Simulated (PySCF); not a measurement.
```xyz
15

Si    2.8847    0.3014   -0.4284
C     1.0062    0.2254   -0.3135
C     0.2795   -0.8910   -0.2647
Si   -1.5916   -1.0059   -0.1109
C    -2.3800    0.7337   -0.2390
Cl   -1.9339    1.7164    1.1855
H     3.4133   -1.0410   -0.6769
H     3.2519    1.1958   -1.5299
H     3.4175    0.8281    0.8304
H     0.4877    1.1762   -0.2640
H     0.8042   -1.8400   -0.3075
H    -1.9786   -1.5819    1.1796
H    -2.1509   -1.7905   -1.2205
H    -3.4665    0.6943   -0.2534
H    -2.0479    1.2870   -1.1144
```

Geometry: GFN2-xTB.

These are results of PySCF 2.14.0, PBE0/pcSseg-1, SCF density, gas phase, non-relativistic, not measurements.

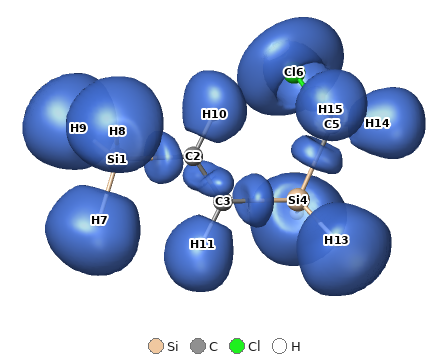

C3H9ClSi2 (SMILES [SiH3]/C=C/[SiH2]CCl). Isosurface of the electron localisation function at 0.8 (blue), seen at a tilt. Core shells and regions of very low density are left out.

**Identify the bonds, lone pairs and shells in this picture.**

The surface consists of one region between bonded C–C atoms (shared pairs), one region between bonded C–Cl atoms (shared pairs), three regions between bonded C–Si atoms (shared pairs), nine regions around hydrogen nuclei and one ring or bowl of non-bonding electrons around Cl. Along the contacts the grid gives the following. C–C (1.33 Å): the ELF peaks at about 0.90 between the atoms; a short, multiple covalent bond. C–Cl (1.79 Å): the ELF peaks at about 0.90 between the atoms (localised, covalent bonding).
